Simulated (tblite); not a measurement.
## Molecular dynamics of H₂SO₄

The run: molecular dynamics of H₂SO₄, SMILES O=S(=O)(O)O. Method and program: GFN2-xTB Langevin dynamics, gas phase (tblite 0.8.0).

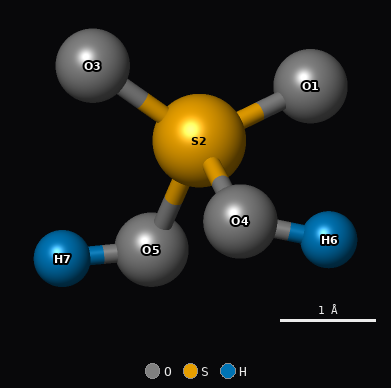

Fig. 1: The input geometry (ball-and-stick view, seen at a tilt; atoms are numbered from 1 in the order of the input). Bond lengths as drawn: H–O 0.96 Å and O–S 1.42 to 1.59 Å.

### Key numbers

```csv
quantity,value
outcome,finished
mean temperature over the second half,675 K
trajectory,"25 frames kept, 12600 fs"
hardware,"1 CPU thread, shared host"
wall time,22 s
peak memory,0.47 GiB
```

### Input
```
{"job": {"dt": 1.5, "steps": 8000, "equilibration": 400, "friction": 0.005, "h_mass": 4.0, "temperature": 600, "xc": "GFN2-xTB", "basis": "xTB", "kind": "md"}, "charge": 0, "multiplicity": 1}
O     -0.434911     0.786753     1.384435
S     -0.005837     0.412271     0.088092
O      0.395478     1.372616    -0.871880
O     -1.138992    -0.492944    -0.551558
O      1.167718    -0.643084     0.233427
H     -1.659888    -0.832737     0.174079
H      1.689766    -0.583258    -0.564904
```

The first line tells a small driver script what to run in tblite; the rest is the geometry in Å.

Launch command:
```bash
OMP_NUM_THREADS=1 python <driver script> task.json out
```

### What the program printed
```
t/fs     T/K   E - E0/eV
     0.0    500.0    -0.0000
   525.0    787.4     0.2629
  1050.0    725.3     0.6720
  1575.0    964.8     0.7840
  2100.0    830.5     0.5281
  2625.0    447.1     0.3533
  3150.0    925.3     0.4419
  3675.0    616.6     0.6713
  4200.0    423.4     0.3749
  4725.0    713.4     0.4812
  5250.0    547.0     0.2213
  5775.0    440.8     0.4329
  6300.0    648.3     0.3276
  6825.0    747.8     0.3389
  7350.0   1099.4     0.4767
  7875.0    769.1     0.2798
  8400.0    482.0     0.4969
  8925.0    512.5     0.4300
  9450.0    533.5     0.3912
  9975.0    472.0     0.2052
 10500.0    820.3     0.4025
 11025.0    683.7     0.3513
 11550.0    723.1     0.4419
 12075.0    420.1     0.2897
 12600.0    868.3     0.4060
```

### Trajectory as extended XYZ (Å, eV, eV/Å), 25 frames, from step=0 to step=8400
```
7
Properties=species:S:1:pos:R:3:forces:R:3 step=0 time_fs=0.0 energy=-559.24459 temperature=500.0
O    -0.4349    0.7868    1.3844   -0.0010   0.0020  -0.0020
S    -0.0058    0.4123    0.0881    0.0000  -0.0010  -0.0010
O     0.3955    1.3726   -0.8719    0.0010   0.0010   0.0020
O    -1.1390   -0.4929   -0.5516   -0.0010   0.0000  -0.0010
O     1.1677   -0.6431    0.2334    0.0010  -0.0010  -0.0010
H    -1.6599   -0.8327    0.1741    0.0020  -0.0010   0.0010
H     1.6898   -0.5833   -0.5649   -0.0020   0.0000   0.0010
7
Properties=species:S:1:pos:R:3:forces:R:3 step=350 time_fs=525.0 energy=-558.98172 temperature=787.4
O     0.4131    0.6168    1.1118   -0.1070  -0.7550  -0.5980
S     0.5194   -0.1842   -0.0804    0.4450   2.0130  -0.1760
O     0.8784    0.4158   -1.3102   -0.1360   0.0620   0.2500
O    -0.8578   -0.9099   -0.2932   -0.6120  -0.5720   0.8640
O     1.5845   -1.3003    0.1375    0.4480   0.5880  -1.4430
H    -1.4051   -0.8198    0.5089    0.4820   0.0210  -0.6400
H     1.3452   -1.8871    0.7968   -0.5200  -1.3570   1.7420
7
Properties=species:S:1:pos:R:3:forces:R:3 step=700 time_fs=1050.0 energy=-558.57263 temperature=725.3
O    -0.5519    0.6047    0.7529    0.4990   0.5500  -0.5230
S     0.4186    0.0704   -0.1346   -0.2140   0.4800  -0.5190
O     1.8175    0.3204   -0.0461   -0.0170   1.1900   0.0100
O    -0.0877    0.0884   -1.6748    0.5400  -2.6880   0.6030
O     0.3906   -1.4545    0.0281    1.6000  -3.1980   1.0540
H     0.0050   -0.9406   -1.8404   -0.3770   3.0320   0.1500
H     1.3011   -1.7387    0.3935   -2.0310   0.6350  -0.7750
7
Properties=species:S:1:pos:R:3:forces:R:3 step=1050 time_fs=1575.0 energy=-558.46055 temperature=964.8
O    -0.2463   -0.2406   -0.0399    1.6950   0.9020   0.6240
S     1.0909    0.3232    0.1368   -2.7650  -3.6850   3.1510
O     1.4929    0.7052    1.4725   -0.3430   0.4840  -1.4080
O     1.1944    1.3242   -0.9631    3.1190   1.6550  -2.6750
O     2.1185   -0.8589   -0.2378    0.9420  -1.3140  -0.1390
H     2.0910    1.4364   -1.4556   -1.9800  -0.2550   1.3480
H     2.2305   -1.7144    0.3026   -0.6670   2.2140  -0.9010
7
Properties=species:S:1:pos:R:3:forces:R:3 step=1400 time_fs=2100.0 energy=-558.71645 temperature=830.5
O     2.2037   -0.2452   -1.0573   -1.0300   1.8950   1.9290
S     1.8994    0.7434   -0.0003    2.3120  -3.2170  -3.0560
O     0.7654    1.5366   -0.0858   -1.9980   0.4930   0.3700
O     3.1078    1.7211    0.0318    0.2330   1.1540   2.1280
O     2.2567    0.0880    1.3547   -0.1560   0.3670   1.4060
H     3.5048    1.7078   -0.7830    1.2560   0.0540  -2.5190
H     2.8005    0.7711    1.7964   -0.6170  -0.7450  -0.2580
7
Properties=species:S:1:pos:R:3:forces:R:3 step=1750 time_fs=2625.0 energy=-558.89129 temperature=447.1
O     3.1290   -0.2846   -0.0799    0.0390   0.6580   0.0180
S     2.7430    1.0079    0.3913   -0.8320  -3.5770  -0.6280
O     2.6531    2.0398   -0.5579   -0.8790   0.9510  -0.5010
O     3.7013    1.4944    1.4694    1.4760   0.7380   1.3480
O     1.4749    0.6995    1.3236    0.9010  -0.1000  -1.3180
H     4.4748    1.7786    0.9751   -0.0780   0.0020   0.3000
H     1.2967    1.5450    1.6574   -0.6280   1.3280   0.7800
7
Properties=species:S:1:pos:R:3:forces:R:3 step=2100 time_fs=3150.0 energy=-558.80268 temperature=925.3
O     1.9813    1.5505   -1.6154   -0.2440   0.2790   1.4120
S     1.4132    1.2649   -0.3195    3.8960   0.0780  -1.5540
O     0.3688    2.0257    0.1895   -1.5330   0.3180   0.5720
O     2.5690    1.3633    0.8761   -1.2670  -0.1350  -0.5950
O     1.1459   -0.2770   -0.4197    0.2950  -0.1500   0.3410
H     3.5149    1.2015    0.8618   -0.2710  -0.1320  -0.6760
H     0.2997   -0.4654   -0.0672   -0.8770  -0.2580   0.5000
7
Properties=species:S:1:pos:R:3:forces:R:3 step=2450 time_fs=3675.0 energy=-558.57325 temperature=616.6
O     2.8875    2.3807   -1.0471    0.9170   3.1550  -0.6500
S     2.2025    1.2082   -0.8578   -1.0320  -5.9420   2.1490
O     1.5094    0.8914    0.3701    0.3800   1.0150  -1.0820
O     3.2984   -0.0006   -0.9839   -1.0660   0.8280  -1.7370
O     1.3108    0.7903   -2.1141    0.7140   4.0970   0.0040
H     3.7745   -0.2615   -0.2302    0.4780  -0.2000   1.3000
H     1.3172    1.8002   -2.3834   -0.3900  -2.9530   0.0170
7
Properties=species:S:1:pos:R:3:forces:R:3 step=2800 time_fs=4200.0 energy=-558.86973 temperature=423.4
O     2.3490    0.1024    0.3305   -0.2500   0.4240   0.8980
S     2.3509   -0.7945   -0.7566   -0.1020   2.9680  -1.6040
O     1.5784   -1.9251   -0.8163   -0.7620  -2.7680   0.5520
O     3.8196   -0.9505   -1.2007    0.9510  -1.0730  -0.3330
O     1.8358    0.0503   -2.0508   -0.0660   1.7220   0.8210
H     4.1740   -0.0835   -1.3672    0.0230   0.1030   0.1290
H     1.6570    0.9837   -1.7631    0.2070  -1.3760  -0.4630
7
Properties=species:S:1:pos:R:3:forces:R:3 step=3150 time_fs=4725.0 energy=-558.76336 temperature=713.4
O     1.2802   -0.7849   -0.9517   -0.2210   0.0600   0.9990
S     2.6713   -1.0368   -0.9551   -0.3090  -0.8090   1.4110
O     3.0948   -2.0731   -1.7969    0.8840  -0.6320  -0.9810
O     3.3768   -1.2905    0.5025   -3.3220  -0.7660   0.6370
O     3.3997    0.2729   -1.1421    2.3070   1.3860  -2.3390
H     2.5622   -1.5099    1.0518    1.8280   0.3380  -0.7310
H     4.1884    0.0816   -1.7210   -1.1660   0.4230   1.0030
7
Properties=species:S:1:pos:R:3:forces:R:3 step=3500 time_fs=5250.0 energy=-559.02328 temperature=547.0
O     3.0049   -1.4735   -1.7528   -0.0750   0.1940   0.6140
S     2.5124   -1.2645   -0.4244    0.3550   1.3370  -2.6190
O     2.6760   -2.2783    0.5261    0.3810  -0.3260   1.2490
O     0.9440   -1.0105   -0.5222    0.2700  -0.7620   1.7230
O     3.0977    0.1976    0.0196   -0.5400  -1.1120   0.1540
H     0.7574   -1.5568    0.2843   -0.3020   0.8960  -1.1790
H     3.3516    0.6849   -0.7675   -0.0890  -0.2280   0.0580
7
Properties=species:S:1:pos:R:3:forces:R:3 step=3850 time_fs=5775.0 energy=-558.81167 temperature=440.8
O     1.7591   -1.1143   -1.3149   -0.0470  -0.3770  -0.8890
S     2.1814   -0.7579   -0.0301    0.2670   1.5620   0.0260
O     3.2974   -1.3675    0.5886   -0.5800  -1.0920   0.6520
O     0.8386   -0.5600    0.8365    0.9820  -1.0860   0.6840
O     2.6503    0.7782   -0.0080    0.2570   0.1430   1.6090
H     0.5263    0.2918    0.5895   -0.3690   0.5610  -0.3000
H     3.0691    0.7700    0.9046   -0.5090   0.2890  -1.7820
7
Properties=species:S:1:pos:R:3:forces:R:3 step=4200 time_fs=6300.0 energy=-558.91695 temperature=648.3
O     2.3872    0.3141   -0.0494    0.3050   0.4840  -0.0450
S     2.2173    0.5269    1.3467    0.6190   1.3370  -2.1740
O     2.9783   -0.2496    2.2130    1.4960  -0.4520   1.6070
O     0.7588    0.2358    1.6198   -2.3660  -0.2200   0.6980
O     2.2528    2.0929    1.7298    0.5840  -1.4770   1.7090
H     0.5311   -0.3225    0.8871   -0.4080  -0.1720  -0.2040
H     2.3938    1.9964    2.7140   -0.2300   0.5020  -1.5900
7
Properties=species:S:1:pos:R:3:forces:R:3 step=4550 time_fs=6825.0 energy=-558.90566 temperature=747.8
O     2.6208    1.0579    1.8970   -0.6840   0.4700   0.3800
S     1.2982    0.5455    2.0963    0.8300  -0.6620   1.0750
O     1.2789   -0.8735    2.3499   -0.8440   0.9730  -0.5830
O     0.4274    1.1184    0.9049    0.3370  -0.0010  -1.0670
O     0.4402    1.2308    3.3104    0.5770  -0.3650  -0.4370
H     0.9693    1.4891    0.1561   -0.6280  -0.6330   1.3720
H     0.1366    0.6180    4.0023    0.4130   0.2180  -0.7410
7
Properties=species:S:1:pos:R:3:forces:R:3 step=4900 time_fs=7350.0 energy=-558.76786 temperature=1099.4
O     0.7978   -0.0300    1.0009   -0.1740  -0.2170  -0.0820
S     0.2441   -0.6126    2.1598    2.6360  -3.6170   2.3640
O     0.2806   -2.0794    2.4650    0.0130   2.9380  -1.3170
O    -1.1664   -0.1641    2.4414   -1.7410   0.2490   0.6050
O     0.9867    0.0326    3.4895   -0.1750   0.2350  -0.2230
H    -1.4987   -0.8344    3.0650    0.2380   0.5490  -0.4690
H     1.8292   -0.2437    3.8996   -0.7970  -0.1360  -0.8790
7
Properties=species:S:1:pos:R:3:forces:R:3 step=5250 time_fs=7875.0 energy=-558.96482 temperature=769.1
O    -0.7550   -1.7525    1.8386   -0.0050   0.5970  -0.4100
S     0.0594   -0.7363    2.4198   -0.8740  -1.3860   1.1340
O     1.3246   -0.4416    1.9227    1.1290   0.3970  -0.8930
O     0.2316   -1.1607    3.9394    1.4640   0.4650  -0.8280
O    -0.7860    0.5910    2.6512    0.4510  -0.7730   1.7760
H    -0.6190   -1.0434    4.2707   -1.6650   0.0390   0.8140
H    -1.1437    1.0652    1.9466   -0.4990   0.6620  -1.5930
7
Properties=species:S:1:pos:R:3:forces:R:3 step=5600 time_fs=8400.0 energy=-558.74772 temperature=482.0
O     0.2564   -0.0679    5.0467    0.4940  -0.4780  -1.1890
S     0.7441    0.6252    3.8979    1.6220   0.8220   0.7530
O     1.3177    0.0292    2.7035   -0.5270   0.5250   1.9240
O     1.7379    1.8330    4.5201   -0.9870  -0.9500  -1.0990
O    -0.3208    1.6446    3.5386   -2.1970  -0.1310  -0.1610
H     2.5937    1.5005    4.6905    1.0300  -0.3870   0.2830
H    -0.1490    2.4593    3.1069    0.5640   0.6000  -0.5100
7
Properties=species:S:1:pos:R:3:forces:R:3 step=5950 time_fs=8925.0 energy=-558.81454 temperature=512.5
O     0.6590   -0.1324    5.5190   -0.5780  -0.0230   0.4320
S     1.8827    0.4085    5.0868    0.1300  -3.3230  -2.2520
O     2.9431   -0.5019    4.7724    0.2250   0.1090   1.0460
O     2.2816    1.5607    5.9265   -0.6260   1.6440   1.7980
O     1.6969    1.1378    3.7267    0.1270   2.7490   0.6850
H     3.1850    1.7664    5.8879    1.3930   0.1790  -0.2600
H     1.4060    0.7240    2.9630   -0.6720  -1.3350  -1.4500
7
Properties=species:S:1:pos:R:3:forces:R:3 step=6300 time_fs=9450.0 energy=-558.85342 temperature=533.5
O     0.8691    1.7304    6.3403   -0.9090  -0.0940   0.3960
S     1.6865    0.9428    5.5039    0.5590   4.3460  -0.2710
O     2.0062   -0.3530    5.8475    0.5780  -2.2470  -0.0910
O     3.0237    1.8854    5.3823    2.1500  -2.5050   0.6590
O     1.2636    1.2052    4.0132   -0.4130  -1.1160  -0.5040
H     3.8451    1.2920    5.5464   -1.9330   1.5280  -0.4070
H     1.2253    2.1473    3.8763   -0.0330   0.0880   0.2180
7
Properties=species:S:1:pos:R:3:forces:R:3 step=6650 time_fs=9975.0 energy=-559.03942 temperature=472.0
O     1.3418    1.6989    6.2380    0.9570  -0.8880  -0.8530
S     2.1915    0.8652    5.4296   -0.1000   1.1270   0.8460
O     1.7015   -0.1540    4.5998   -0.5430  -0.3130  -0.6100
O     3.2436    0.1592    6.4101   -0.9340   1.8040   0.9270
O     3.1193    1.8116    4.4905    0.3480  -0.0160   1.1860
H     3.8316   -0.3982    5.9692    0.9330  -1.1540  -1.0270
H     3.6121    2.4641    5.0300   -0.6610  -0.5590  -0.4690
7
Properties=species:S:1:pos:R:3:forces:R:3 step=7000 time_fs=10500.0 energy=-558.84204 temperature=820.3
O     1.1392    1.3797    2.9932   -1.3000   0.8180  -0.2970
S     2.5027    1.3367    3.2866   -0.4890   0.4860   2.8380
O     3.4573    1.5173    2.2871    1.0830  -0.0760  -0.5740
O     2.6660   -0.0011    4.1054   -1.2550   0.0860  -0.5280
O     2.9355    2.3429    4.5651    0.2710  -0.8170  -1.6300
H     3.5792   -0.0387    4.1074    2.3140  -0.4630   0.2840
H     2.3243    2.8280    5.1022   -0.6220  -0.0340  -0.0930
7
Properties=species:S:1:pos:R:3:forces:R:3 step=7350 time_fs=11025.0 energy=-558.89326 temperature=683.7
O     1.7116    3.3485    4.1807    0.8390  -0.6650  -1.0560
S     2.9551    2.7738    3.7460    0.8860  -0.2660  -1.5180
O     3.5728    2.8597    2.4041   -1.9010   0.0310   2.7000
O     3.0235    1.2125    4.1745   -0.3060   0.0940  -0.8590
O     4.0330    3.2489    4.7656    0.1730  -0.0820   2.1130
H     3.4876    0.7760    3.4485   -0.2200   0.1690   0.3550
H     3.7271    2.9448    5.6773    0.5290   0.7180  -1.7350
7
Properties=species:S:1:pos:R:3:forces:R:3 step=7700 time_fs=11550.0 energy=-558.80266 temperature=723.1
O     2.1494    2.3113    3.2422   -1.4790  -2.2320   0.5950
S     3.2260    3.1804    3.2640   -1.2990   4.6420  -1.0360
O     2.8362    4.5990    3.3613    1.1230  -2.0710  -0.4370
O     4.0298    2.9714    1.9200    0.2920   0.8680   0.0730
O     4.2690    2.9367    4.3432    1.5950  -0.3500   0.5390
H     3.9534    3.8500    1.5192    0.1860  -0.5690   0.1690
H     4.1350    2.4319    5.1351   -0.4190  -0.2880   0.0970
7
Properties=species:S:1:pos:R:3:forces:R:3 step=8050 time_fs=12075.0 energy=-558.95492 temperature=420.1
O     4.1463    2.6873    1.3820   -1.4200   0.4430   1.1330
S     3.0907    2.8179    2.3644    0.6110  -2.8430  -1.1800
O     2.5181    1.5567    2.8524    0.7540   2.1910  -0.3580
O     1.9285    3.7496    1.8776   -0.0620   0.4600   0.0430
O     3.5303    3.7830    3.4648    1.2610   0.4750   0.3350
H     1.4151    3.3005    1.2381   -0.5920  -0.4620  -0.7540
H     3.1182    3.6402    4.2932   -0.5520  -0.2630   0.7820
7
Properties=species:S:1:pos:R:3:forces:R:3 step=8400 time_fs=12600.0 energy=-558.83857 temperature=868.3
O     3.9761    2.6172   -0.0004    0.4240  -0.0270   1.0650
S     4.2521    2.8340    1.3969    0.3110  -1.0150  -0.1020
O     5.4753    2.3793    2.0110   -0.8310   1.3540  -0.8730
O     3.1089    2.1601    2.2346   -1.8950  -0.4530  -2.3940
O     3.8265    4.3426    1.6908    2.6690   1.0350   0.9440
H     2.4662    2.0661    1.4456    1.0610   0.0560   2.0780
H     4.6285    4.8416    2.0599   -1.7400  -0.9500  -0.7190
```

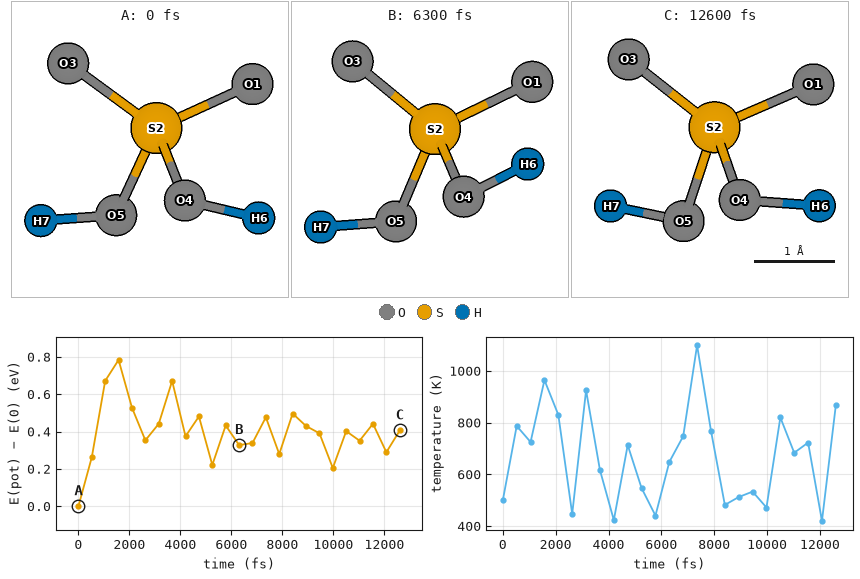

Fig. 2: Frames of the molecular dynamics (ball-and-stick, seen at a tilt) above the curves, on which the letters mark them. The trajectory kept here has 25 frames over 12600 fs. The temperature starts at 500 K, ranges from 420 to 1099 K and averages 675 K over the second half. The potential energy ends 0.406 eV above its first value. After an unweighted best fit of the last frame on the first, the root-mean-square displacement is 0.18 Å, and H7 has moved furthest (0.31 Å).
